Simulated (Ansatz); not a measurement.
**TaF5 (tantalum pentafluoride): PBE/def2-SVP (core potential)**

Aim: the energy change on altering one bond length of TaF5 (tantalum pentafluoride) at PBE/def2-SVP (core potential), from 2 runs. 

The results are computed with Ansatz 0.2.0.

2 further runs of the same task are left out: 2 that didn't finish.

## (1) The molecule

TaF5: 6 atoms, total charge 0, spin state singlet. As SMILES, `F[Ta](F)(F)(F)F`. Geometry: relaxed at PBE0-D4/def2-TZVP.

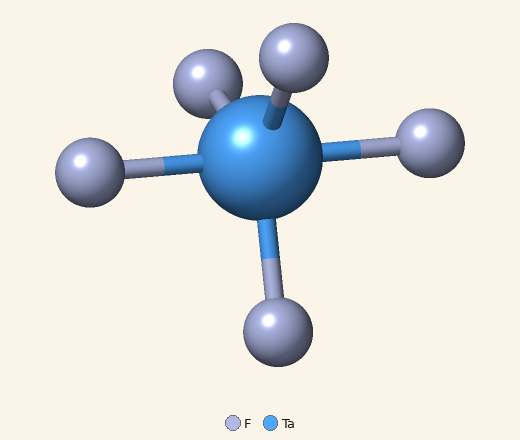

The structure, seen from a chosen angle (fluorine light blue, tantalum blue).

## (2) The energy at PBE/def2-SVP (core potential)

job.yaml

```yaml
crystal:
  periodic: [false, false, false]
  atoms:
    - symbol: F
      position_ang: [-1.030170, -1.289830, 0.890600]
    - symbol: Ta
      position_ang: [0.000080, -0.000050, 0.000020]
    - symbol: F
      position_ang: [1.542230, -0.861760, 0.535750]
    - symbol: F
      position_ang: [-0.806180, -0.458120, -1.596180]
    - symbol: F
      position_ang: [1.030090, 1.290020, -0.890420]
    - symbol: F
      position_ang: [-0.736030, 1.319740, 1.060250]
basis:
  gaussian: {orbitals: def2-SVP}
accuracy: high
output: {orbitals: {seedname: orbitals}}
magnetization: {spin_polarized: false}
hamiltonian: {xc: pbe}
```

Launch:

```console
$ ansatz run job.yaml --threads 1 --pin off --max-ram 3480MiB --events-out events.jsonl --progress --plain --runs-dir runs
```

Standard output:

```text
Warning: RAYON_NUM_THREADS=1 ignored (pool sized by the plan → 1); use --threads N
Functional definition: PBE
  name "PBE"
  parameter kappa = 0.804
  parameter beta = 0.06672455060314922
  exchange = pbe_x(kappa = kappa, mu = beta*pi^2/3)
  correlation = pbe_c(beta = beta)
2159 factors; integrals over basis functions are off by at most 1.5e-8 eV
mean field evaluation 1: about -15114.3627 eV, gradient 7.4e1 eV
mean field evaluation 2: about -15021.6820 eV, gradient 2.5e2 eV
mean field evaluation 4: about -15122.8284 eV, gradient 1.5e1 eV
mean field evaluation 8: about -15123.2196 eV, gradient 6.3e-1 eV
mean field evaluation 16: about -15123.2203 eV, gradient 4.5e-5 eV
mean field -15123.22033608 eV, -555.7680964642 hartree, gradient 4.8e-8 eV, S^2 0.000000; 0 other end points of the search recorded, 0 dependent functions left out
reference -15123.22034102 eV, -555.7680966457 hartree; 29, 29 occupied and 73, 73 virtual orbitals, 2159 factors
Total energy: -15123.22034102 eV, -555.7680966457 hartree
```

Run time: 5.4 s. Hardware: 1 thread of Intel Xeon 6975P-C (Granite Rapids), shared host; peak memory 0.3 GiB.

## (3) The distorted shape

molecule.yaml

```yaml
crystal:
  periodic: [false, false, false]
  atoms:
    - symbol: F
      position_ang: [-0.385167, -0.923377, 2.167551]
    - symbol: Ta
      position_ang: [0.645083, 0.366403, 1.276971]
    - symbol: F
      position_ang: [2.187233, -0.495307, 1.812701]
    - symbol: F
      position_ang: [-0.806180, -0.458120, -1.596180]
    - symbol: F
      position_ang: [1.675093, 1.656473, 0.386531]
    - symbol: F
      position_ang: [-0.091027, 1.686193, 2.337201]
basis:
  gaussian:
    orbitals: def2-SVP
hamiltonian:
  xc: {name: PBE}
accuracy: high
output: {orbitals: {seedname: orbitals}}
```

Launch:

```console
$ ansatz run molecule.yaml --threads 1 --pin off --max-ram 3480MiB --events-out events.jsonl --progress --plain --runs-dir runs
```

Standard output (excerpt; [...] marks lines left out):

```text
Warning: RAYON_NUM_THREADS=1 ignored (pool sized by the plan → 1); use --threads N
[... 2 set-up lines as earlier in the session ...]
[...]
2092 factors; integrals over basis functions are off by at most 6.3e-9 eV
[...]
mean field -15117.92004199 eV, -555.5733142491 hartree, gradient 2.4e-8 eV, S^2 0.000000; 6 other end points of the search recorded, 0 dependent functions left out
reference -15117.92004731 eV, -555.5733144442 hartree; 29, 29 occupied and 73, 73 virtual orbitals, 2092 factors
Total energy: -15117.92004731 eV, -555.5733144442 hartree
```

It took 20 s on 1 thread of Intel Xeon 6975P-C (Granite Rapids), shared host; peak memory 0.3 GiB.

## (4) Outcome

At PBE/def2-SVP (core potential):

```
                                                          quantity          value
                                         first shape: total energy  -555.76810 Eh
                                          first shape: HOMO energy      -10.02 eV
                                          first shape: LUMO energy       -3.22 eV
                                        first shape: HOMO–LUMO gap        6.80 eV
                                     distorted shape: total energy  -555.57331 Eh
                                      distorted shape: HOMO energy       -6.06 eV
                                      distorted shape: LUMO energy       -5.70 eV
                                    distorted shape: HOMO–LUMO gap        0.37 eV
energy change with the Ta2–F4 bond stretched from 1.846 to 3.323 Å       5.300 eV
```

In words: One bond (distorted shape) is far stretched, which a spin-restricted single reference describes badly; a broken-symmetry solution may lie lower. With the Ta2–F4 bond stretched from 1.846 to 3.323 Å the energy rises by 5.30 eV (122 kcal/mol). The first shape isn't relaxed at this level, so the change isn't measured from a minimum. A restricted reference can't describe the breaking bond well at this length.
